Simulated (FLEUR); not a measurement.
# Magnetic state of TiCo from several starts, part 2 of 3

Aim: find out whether TiCo carries moments, and which collinear order costs least.

FLEUR MaX-R8.1; PBE; all-electron FLAPW, Dirac cores, scalar-relativistic bands.

So far, largest spin moment in the muffin-tin sphere (μB): step 2 (order 1, typed as ferro +) 0.978.

## Step 3: Start 2: antiferro q=(1/2,1/2,1/2) +-

Another pattern of signs weighs the neighbour shells otherwise.

The cell is doubled to 4 atoms to hold this order. The mesh is halved along the doubled vector, so that both cells sample the same points. The k list default-1 (kpts.xml, not shown) is a Γ-centred 5×10×10 mesh.

Input file inp.xml:

```
<?xml version="1.0" encoding="UTF-8" standalone="no"?>
<fleurInput fleurInputVersion="0.39">
   <comment>
      TiCo
   </comment>
   <calculationSetup>
      <cutoffs Kmax="3.6" Gmax="10.8" GmaxXC="10.8" numbands="0"/>
      <scfLoop itmax="90" minDistance="0.00002" maxIterBroyd="15" imix="Anderson" alpha="0.05" precondParam="0.0" spinf="2.0" sdNocoIR="T"/>
      <coreElectrons ctail="T" frcor="F" kcrel="0" coretail_lmax="0"/>
      <xcFunctional name="pbe" relativisticCorrections="F"/>
      <magnetism jspins="2"/>
      <soc l_soc="F" theta="0.0" phi="0.0" spav="F"/>
      <expertModes spex="0" secvar="F"/>
      <geometryOptimization l_f="F" forcealpha="1.0" forcemix="BFGS" epsdisp="0.00001" epsforce="0.00001"/>
      <ldaU l_linMix="F" mixParam="0.05" spinf="1.0"/>
   </calculationSetup>
   <cell>
      <bzIntegration valenceElectrons="58.0" mode="hist" fermiSmearingEnergy="0.00110248">
         <kPointListSelection listName="default-1"/>
         <xi:include xmlns:xi="http://www.w3.org/2001/XInclude" href="kpts.xml"> </xi:include>
      </bzIntegration>
      <xi:include xmlns:xi="http://www.w3.org/2001/XInclude" href="sym.xml"> </xi:include>
      <bulkLattice scale="1.0">
         <bravaisMatrix>
            <row-1>   11.2858638975163377     0.0000000000000000     0.0000000000000000</row-1>
            <row-2>    5.6429319487581688     5.6429319487581688     0.0000000000000000</row-2>
            <row-3>    5.6429319487581688     0.0000000000000000     5.6429319487581688</row-3>
         </bravaisMatrix>
      </bulkLattice>
   </cell>
   <atomSpecies>
      <species name="Titanium (Ti)" element="Ti" atomicNumber="22">
         <mtSphere radius="2.38" gridPoints="787" logIncrement="0.015"/>
         <atomicCutoffs lmax="8" lnonsphr="6"/>
         <electronConfig flipSpins="F">
            <coreConfig>(1s1/2) (2s1/2) (2p1/2) (2p3/2)</coreConfig>
            <valenceConfig>(3s1/2) (3p1/2) (3p3/2) (4s1/2) (3d3/2) (3d5/2)</valenceConfig>
            <stateOccupation state="(3d3/2)" spinUp="0.400000" spinDown="0.400000"/>
            <stateOccupation state="(3d5/2)" spinUp="0.600000" spinDown="0.600000"/>
         </electronConfig>
         <energyParameters s="4" p="4" d="3" f="4"/>
         <lo type="SCLO" l="0" n="3" eDeriv="0"/>
         <lo type="SCLO" l="1" n="3" eDeriv="0"/>
      </species>
      <species name="Cobalt (Co2.000" element="Co" atomicNumber="27">
         <mtSphere radius="2.38" gridPoints="787" logIncrement="0.016"/>
         <atomicCutoffs lmax="8" lnonsphr="6"/>
         <electronConfig flipSpins="F">
            <coreConfig>(1s1/2) (2s1/2) (2p1/2) (2p3/2)</coreConfig>
            <valenceConfig>(3s1/2) (3p1/2) (3p3/2) (4s1/2) (3d3/2) (3d5/2)</valenceConfig>
            <stateOccupation state="(3d3/2)" spinUp="1.5" spinDown="1.3"/>
            <stateOccupation state="(3d5/2)" spinUp="3.0" spinDown="1.2"/>
         </electronConfig>
         <energyParameters s="4" p="4" d="3" f="4"/>
         <lo type="SCLO" l="0" n="3" eDeriv="0"/>
         <lo type="SCLO" l="1" n="3" eDeriv="0"/>
      </species>
      <species name="Cobalt (Co-2.000" element="Co" atomicNumber="27">
         <mtSphere radius="2.38" gridPoints="787" logIncrement="0.016"/>
         <atomicCutoffs lmax="8" lnonsphr="6"/>
         <electronConfig flipSpins="F">
            <coreConfig>(1s1/2) (2s1/2) (2p1/2) (2p3/2)</coreConfig>
            <valenceConfig>(3s1/2) (3p1/2) (3p3/2) (4s1/2) (3d3/2) (3d5/2)</valenceConfig>
            <stateOccupation state="(3d3/2)" spinUp="1.3" spinDown="1.5"/>
            <stateOccupation state="(3d5/2)" spinUp="1.2" spinDown="3.0"/>
         </electronConfig>
         <energyParameters s="4" p="4" d="3" f="4"/>
         <lo type="SCLO" l="0" n="3" eDeriv="0"/>
         <lo type="SCLO" l="1" n="3" eDeriv="0"/>
      </species>
   </atomSpecies>
   <atomGroups>
      <atomGroup species="Titanium (Ti)">
         <relPos label="                   1">-1.000/4.000 .0000000000 .0000000000</relPos>
         <relPos label="                   2">1.000/4.000 .0000000000 .0000000000</relPos>
         <force calculate="T" relaxXYZ="TTT"/>
      </atomGroup>
      <atomGroup species="Cobalt (Co2.000">
         <relPos label="                   3">1.000/2.000 1.000/2.000 1.000/2.000</relPos>
         <force calculate="T" relaxXYZ="TTT"/>
      </atomGroup>
      <atomGroup species="Cobalt (Co-2.000">
         <relPos label="                   4">.0000000000 1.000/2.000 1.000/2.000</relPos>
         <force calculate="T" relaxXYZ="TTT"/>
      </atomGroup>
   </atomGroups>
   <output dos="F" band="F" slice="F">
      <bandDOS minEnergy="-.5*Htr" maxEnergy="0.5*Htr" sigma="0.015" storeEVData="T"/>
      <plotting iplot="0" polar="F">
         <plot TwoD="T" vec1="  1.0  0.0  0.0" vec2="  0.0  1.0  0.0" vec3="  0.0  0.0  1.0" zero="  0.0  0.0  0.0" file="plot"/>
      </plotting>
      <moessbauerParams electricFieldGradient="F" isomerShift="F" coreHyperfine="F" valenceHyperfine="F"/>
   </output>
</fleurInput>
```

Input file crystal.txt:

```
TiCo
&input film=F cartesian=F /
5.97222198000  0.00000000000  0.00000000000
2.98611099000  2.98611099000  0.00000000000
2.98611099000  0.00000000000  2.98611099000
1.8897261246
1.0 1.0 1.0

4
22 0.00000000000  0.00000000000  0.00000000000
22 0.50000000000  0.00000000000  0.00000000000
27 0.75000000000  0.50000000000  0.50000000000 : 2.000
27 0.25000000000  0.50000000000  0.50000000000 : -2.000

&kpt div1=5 div2=10 div3=10 gamma=T /
```

Started as:

```sh
$ OMP_NUM_THREADS=1 inpgen -f crystal.txt > inpgen.log  # inp.xml is then edited as shown
$ OMP_NUM_THREADS=1 mpirun -n 4 fleur_MPI > fleur.log
```

The program printed:

```text
[banner, memory and clock lines left out]
Welcome to FLEUR        (www.flapw.de)
      MaX-Release 8.1          (www.max-centre.eu)

 ========== k-point set info ==========
 Selected k-point list: default-1
 k-point list type: mesh
 0 x 0 x 0
 Number of k points: 64

 ------------Calculation Setup---------------------------
 Number of PE/node        :            4
 Number of OMP-threads    :            1
 k-points in parallel     :            4
 pe's per k-point         :            1
 No of k-point loops      :           16
 Eigenvalue solver        :       lapack
 Number of basis functions:          319
 Approximate size of matrices (H+S) per k-point:         0.002 GB
 Iteration:     1   Distance:      28.40640162 me/bohr^3
 Iteration:     2   Distance:      21.72660123 me/bohr^3
 Iteration:     3   Distance:      17.69534876 me/bohr^3
 Iteration:     4   Distance:      14.34636396 me/bohr^3
 Iteration:     5   Distance:      10.37434429 me/bohr^3
 Iteration:     6   Distance:       8.19395231 me/bohr^3
 Iteration:     7   Distance:       7.73623375 me/bohr^3
 Iteration:     8   Distance:       4.43465395 me/bohr^3
 Iteration:     9   Distance:       2.65381956 me/bohr^3
 Iteration:    10   Distance:       3.04051425 me/bohr^3
[... 15 iterations left out ...]
 Iteration:    26   Distance:       0.00080194 me/bohr^3
 Iteration:    27   Distance:       0.00007140 me/bohr^3
 Iteration:    28   Distance:       0.00015780 me/bohr^3
 Iteration:    29   Distance:       0.00011496 me/bohr^3
 Iteration:    30   Distance:       0.00011535 me/bohr^3
 Iteration:    31   Distance:       0.00011488 me/bohr^3
 Iteration:    32   Distance:       0.00004883 me/bohr^3
 Iteration:    33   Distance:       0.00002689 me/bohr^3
 Iteration:    34   Distance:       0.00002371 me/bohr^3
 Iteration:    35   Distance:       0.00000885 me/bohr^3

 ********************************************************************
 Run finished successfully
 Stop message:
   all done
 ********************************************************************

--- out.xml (last complete iteration) ---
<iteration numberForCurrentRun="   35" overallNumber="   35">
         [... left out ...]
         <bandgap value="0.0000009511" units="eV"/>
         <sumValenceSingleParticleEnergies value="-44.0811973771" units="Htr"/>
         <FermiEnergy value="0.3616631437" units="Htr"/>
         <valenceDensity>
            <mtCharges spin="1">
               <mtCharge atomType="1" total="5.1935958" s="1.1316153" p="3.1039016" d="0.9410404" f="0.0136717"/>
               <mtCharge atomType="2" total="8.4713791" s="1.2559058" p="3.2227770" d="3.9817140" f="0.0085671"/>
               <mtCharge atomType="3" total="7.8613896" s="1.2700992" p="3.2106142" d="3.3699647" f="0.0080720"/>
            </mtCharges>
            <mtCharges spin="2">
               <mtCharge atomType="1" total="5.1935958" s="1.1316153" p="3.1039016" d="0.9410404" f="0.0136717"/>
               <mtCharge atomType="2" total="7.8613896" s="1.2700992" p="3.2106142" d="3.3699647" f="0.0080720"/>
               <mtCharge atomType="3" total="8.4713791" s="1.2559058" p="3.2227770" d="3.9817140" f="0.0085671"/>
            </mtCharges>
            <spinDependentCharge spin="1" total="29.0000000" interstitial="2.2800397" mtSpheres="26.7199603"/>
            <spinDependentCharge spin="2" total="29.0000000" interstitial="2.2800397" mtSpheres="26.7199603"/>
            <totalCharge value="58.0000000000"/>
         </valenceDensity>
         [... left out ...]
         <magneticMomentsInMTSpheres units="muBohr">
            <globalMagMoment atomType="1" vec="0.00000   0.00000   0.00000"/>
            <localMagMoment atomType="1" vec="0.00000   0.00000   0.00000"/>
            <globalMagMoment atomType="2" vec="0.00000   0.00000   0.60999"/>
            <localMagMoment atomType="2" vec="0.00000   0.00000   0.60999"/>
            <globalMagMoment atomType="3" vec="0.00000   0.00000  -0.60999"/>
            <localMagMoment atomType="3" vec="0.00000   0.00000  -0.60999"/>
         </magneticMomentsInMTSpheres>
         [... left out ...]
         <totalEnergy value="    -4494.6435823006" units="Htr">
            <sumOfEigenvalues value="    -2598.1889781238">
               <coreElectrons value="-2554.1077807467"/>
               <valenceElectrons value="-44.0811973771"/>
            </sumOfEigenvalues>
            <densityCoulombPotentialIntegral value="-6886.1598731347"/>
            <densityEffectivePotentialIntegral value="-7150.5341186527"/>
            <chargeDenXCDenIntegral value="-203.7787537029"/>
            <FockExchangeEnergyValence value="0.0000000000"/>
            <FockExchangeEnergyCore value="0.0000000000"/>
         [... left out ...]
            <tkbTimesEntropy value="0.0005739528"/>
            <freeEnergy value="-4494.6441562533"/>
            <extrapolationTo0K value="-4494.6438692769"/>
         </totalEnergy>
         <densityConvergence units="me/bohr^3">
            <chargeDensity spin="1" distance="0.0000058524"/>
            <chargeDensity spin="2" distance="0.0000058581"/>
            <overallChargeDensity distance="0.0000088543"/>
            <spinDensity distance="0.0000076641"/>
         </densityConvergence>
      </iteration>
```

It took 75 s on 4 MPI ranks of Arm Neoverse V1, shared host; peak memory 0.27 GiB.

Spin moment in the muffin-tin sphere by atom:

```csv
atom,spin moment in the muffin-tin sphere (μB)
Ti1,0.000
Ti2,0.000
Co3,0.610
Co4,-0.610
```

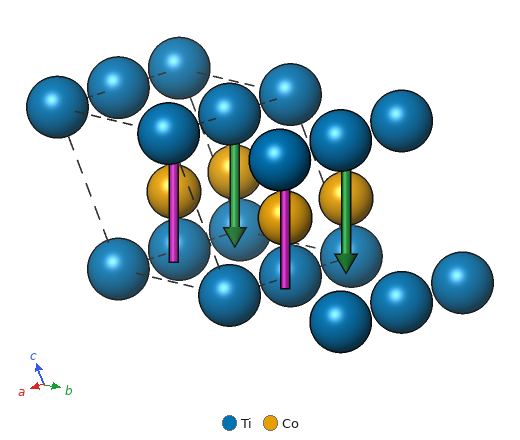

Spin moment in the muffin-tin sphere as arrows, the longest 0.61 μB. Up and down stand for the sign. Arrows give size and sign along the axis of quantisation, drawn up and down the page. The two directions have two colours. 1×2×1 cells are drawn. Some periodic images of atoms are drawn too.

This step gave:

```yaml
free_energy: -122305.4982 eV
program_s_band_gap_on_this_mesh_in_a_metal_only_a_level_spacing: 9.51e-7 eV
magnetization: 0 μB
final_state: antiferromagnetic
```

It lies 39.8 meV a seeded atom over the first start, and its largest moment is 0.610 μB against 0.978 μB.

## Step 4: Run 3 (antiferro q=(0,1/2,1/2) +-)

An opposed order shows whether neighbours prefer unlike signs.

The cell is doubled to 4 atoms to hold this order. The mesh is halved along the doubled vector, so that both cells sample the same points. The k list default-1 (kpts.xml, not shown) is a Γ-centred 10×5×10 mesh.

inp.xml, as its differences from that of step 3:

```diff
@@ -24,5 +24,5 @@
          <bravaisMatrix>
-            <row-1>   11.2858638975163377     0.0000000000000000     0.0000000000000000</row-1>
-            <row-2>    5.6429319487581688     5.6429319487581688     0.0000000000000000</row-2>
-            <row-3>    5.6429319487581688     0.0000000000000000     5.6429319487581688</row-3>
+            <row-1>    5.6429319487581688     0.0000000000000000     0.0000000000000000</row-1>
+            <row-2>    0.0000000000000000    11.2858638975163377     0.0000000000000000</row-2>
+            <row-3>    0.0000000000000000     5.6429319487581688     5.6429319487581688</row-3>
          </bravaisMatrix>
@@ -73,4 +73,4 @@
       <atomGroup species="Titanium (Ti)">
-         <relPos label="                   1">-1.000/4.000 .0000000000 .0000000000</relPos>
-         <relPos label="                   2">1.000/4.000 .0000000000 .0000000000</relPos>
+         <relPos label="                   1">.0000000000 .0000000000 .0000000000</relPos>
+         <relPos label="                   2">.0000000000 1.000/2.000 .0000000000</relPos>
          <force calculate="T" relaxXYZ="TTT"/>
@@ -78,3 +78,3 @@
       <atomGroup species="Cobalt (Co2.000">
-         <relPos label="                   3">1.000/2.000 1.000/2.000 1.000/2.000</relPos>
+         <relPos label="                   3">1.000/2.000 .0000000000 1.000/2.000</relPos>
          <force calculate="T" relaxXYZ="TTT"/>
@@ -82,3 +82,3 @@
       <atomGroup species="Cobalt (Co-2.000">
-         <relPos label="                   4">.0000000000 1.000/2.000 1.000/2.000</relPos>
+         <relPos label="                   4">1.000/2.000 1.000/2.000 1.000/2.000</relPos>
          <force calculate="T" relaxXYZ="TTT"/>
```

Input file crystal.txt:

```
TiCo
&input film=F cartesian=F /
2.98611099000  0.00000000000  0.00000000000
0.00000000000  5.97222198000  0.00000000000
0.00000000000  2.98611099000  2.98611099000
1.8897261246
1.0 1.0 1.0

4
22 0.00000000000  0.00000000000  0.00000000000
22 0.00000000000  0.50000000000  0.00000000000
27 0.50000000000  0.00000000000  0.50000000000 : 2.000
27 0.50000000000  0.50000000000  0.50000000000 : -2.000

&kpt div1=10 div2=5 div3=10 gamma=T /
```

The program printed:

```text
[banner, memory and clock lines left out]
Welcome to FLEUR        (www.flapw.de)
      MaX-Release 8.1          (www.max-centre.eu)

 ========== k-point set info ==========
 Selected k-point list: default-1
 k-point list type: mesh
 10 x 5 x 10
 Number of k points: 108

 [... set-up left out ...]
 Iteration:     1   Distance:      28.82301387 me/bohr^3
 Iteration:     2   Distance:      21.65216349 me/bohr^3
 Iteration:     3   Distance:      17.85394619 me/bohr^3
 Iteration:     4   Distance:      14.02538004 me/bohr^3
 Iteration:     5   Distance:       7.64582565 me/bohr^3
[...]
<sumOfEigenvalues value="    -2598.2267046744">
               <coreElectrons value="-2554.1191732034"/>
               <valenceElectrons value="-44.1075314710"/>
            </sumOfEigenvalues>
         [... left out ...]
            <freeEnergy value="-4494.6442042592"/>
            <extrapolationTo0K value="-4494.6439243201"/>
         </totalEnergy>
         <densityConvergence units="me/bohr^3">
            <chargeDensity spin="1" distance="0.0000045632"/>
            <chargeDensity spin="2" distance="0.0000045581"/>
            <overallChargeDensity distance="0.0000068142"/>
            <spinDensity distance="0.0000060634"/>
         </densityConvergence>
      </iteration>
```

It took 1.9 min on 4 MPI ranks; peak memory 0.31 GiB.

Spin moment in the muffin-tin sphere by atom:

| atom | spin moment in the muffin-tin sphere (μB) |
| --- | --- |
| Ti1 | 0.000 |
| Ti2 | 0.000 |
| Co3 | 0.715 |
| Co4 | -0.715 |

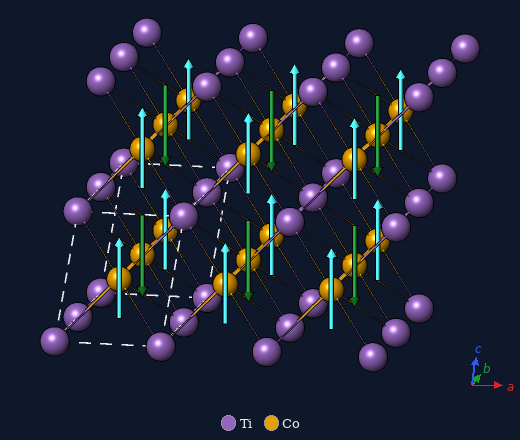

Spin moment in the muffin-tin sphere as arrows, the longest 0.715 μB. Up and down stand for the sign. Arrows give size and sign along the axis of quantisation, drawn up and down the page. The two directions have two colours. 3×1×2 cells are drawn. Some periodic images of atoms are drawn too.

Numbers from this step:

```
free energy                                                       : -122305.4995 eV
program's band gap on this mesh (in a metal only a level spacing) : 0 eV
magnetization                                                     : 0 μB
final state                                                       : antiferromagnetic
```

It lies 39.2 meV a seeded atom over the first start, and its largest moment is 0.715 μB against 0.978 μB.

## Step 5: Run 4 (antiferro q=(0,0,1/2) +-)

Reversing part of the moments tests the sign of the couplings between them.

The cell is doubled to 4 atoms to hold this order. The mesh is halved along the doubled vector, so that both cells sample the same points. The k list default-1 (kpts.xml, not shown) is a Γ-centred 10×10×5 mesh.

inp.xml, as its differences from that of step 4:

```diff
@@ -25,4 +25,4 @@
             <row-1>    5.6429319487581688     0.0000000000000000     0.0000000000000000</row-1>
-            <row-2>    0.0000000000000000    11.2858638975163377     0.0000000000000000</row-2>
-            <row-3>    0.0000000000000000     5.6429319487581688     5.6429319487581688</row-3>
+            <row-2>    0.0000000000000000     5.6429319487581688     0.0000000000000000</row-2>
+            <row-3>    0.0000000000000000     0.0000000000000000    11.2858638975163377</row-3>
          </bravaisMatrix>
@@ -73,4 +73,4 @@
       <atomGroup species="Titanium (Ti)">
-         <relPos label="                   1">.0000000000 .0000000000 .0000000000</relPos>
-         <relPos label="                   2">.0000000000 1.000/2.000 .0000000000</relPos>
+         <relPos label="                   1">.0000000000 .0000000000 -1.000/4.000</relPos>
+         <relPos label="                   2">.0000000000 .0000000000 1.000/4.000</relPos>
          <force calculate="T" relaxXYZ="TTT"/>
@@ -78,3 +78,3 @@
       <atomGroup species="Cobalt (Co2.000">
-         <relPos label="                   3">1.000/2.000 .0000000000 1.000/2.000</relPos>
+         <relPos label="                   3">1.000/2.000 1.000/2.000 .0000000000</relPos>
          <force calculate="T" relaxXYZ="TTT"/>
```

Input file crystal.txt:

```
TiCo
&input film=F cartesian=F /
2.98611099000  0.00000000000  0.00000000000
0.00000000000  2.98611099000  0.00000000000
0.00000000000  0.00000000000  5.97222198000
1.8897261246
1.0 1.0 1.0

4
22 0.00000000000  0.00000000000  0.00000000000
22 0.00000000000  0.00000000000  0.50000000000
27 0.50000000000  0.50000000000  0.25000000000 : 2.000
27 0.50000000000  0.50000000000  0.75000000000 : -2.000

&kpt div1=10 div2=10 div3=5 gamma=T /
```

The program printed:

```text
[banner, memory and clock lines left out]
Welcome to FLEUR        (www.flapw.de)
      MaX-Release 8.1          (www.max-centre.eu)

 ========== k-point set info ==========
 Selected k-point list: default-1
 k-point list type: mesh
 0 x 0 x 0
 Number of k points: 64

 [... set-up left out ...]
 Iteration:     1   Distance:      28.47282398 me/bohr^3
 Iteration:     2   Distance:      21.05280062 me/bohr^3
 Iteration:     3   Distance:      17.74619335 me/bohr^3
 Iteration:     4   Distance:      13.57921011 me/bohr^3
 Iteration:     5   Distance:       7.59434289 me/bohr^3
[...]
<sumOfEigenvalues value="    -2598.2775662699">
               <coreElectrons value="-2554.1376837448"/>
               <valenceElectrons value="-44.1398825252"/>
            </sumOfEigenvalues>
         [... left out ...]
            <freeEnergy value="-4494.6445122142"/>
            <extrapolationTo0K value="-4494.6442726688"/>
         </totalEnergy>
         <densityConvergence units="me/bohr^3">
            <chargeDensity spin="1" distance="0.0000040151"/>
            <chargeDensity spin="2" distance="0.0000036405"/>
            <overallChargeDensity distance="0.0000050637"/>
            <spinDensity distance="0.0000057539"/>
         </densityConvergence>
      </iteration>
```

Run time: 60 s. Hardware: 4 MPI ranks; peak memory 0.27 GiB; 4 min of CPU time.

Numbers from this step:

```yaml
free_energy: -122305.5079 eV
program_s_band_gap_on_this_mesh_in_a_metal_only_a_level_spacing: 0.01981 eV
magnetization: 0 μB
final_state: antiferromagnetic
largest_moment: 0.8008 μB
```

It lies 35.0 meV a seeded atom over the first start, and its largest moment is 0.801 μB against 0.978 μB.

[end of part 2 of 3]

[Logs and program files are shortened in this print: banners, set-up blocks, solver, clock and traceback lines can be left out without a mark of their own.]

[Logs are printed without paths, hosts, clocks, repeated set-up lines and the standing remarks that a program may print on its own settings, such as how far it seeks lower states.]

[Hosts, paths, dates, database ids (printed as entryN), source tags and the programs' standing remarks are cut or masked in the printed files.]

[Where a cell is said to come from a database of computed structures, the database is the Materials Project.]
